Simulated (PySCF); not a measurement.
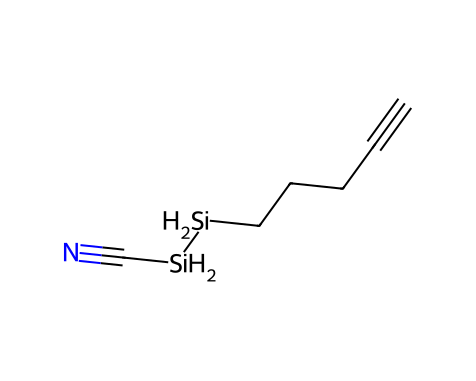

The geometry was computed by an optimisation with GFN2-xTB. No frequency run is at hand to confirm it as a minimum. Method: PBE0/pcSseg-1, gas phase (PySCF 2.14.0).

Q: Give the dipole moment at this level.

A: 3.92 D.

Q: Give the LUMO energy (Kohn–Sham orbital) at this level.

A: −0.76 eV.

Q: Give the HOMO energy (Kohn–Sham orbital) at this level.

A: −7.67 eV.

The geometry is semi-empirical. Around Si such bond lengths and angles can be off by a tenth of an ångström or more and by several degrees, and values that hang on the shape move with them.
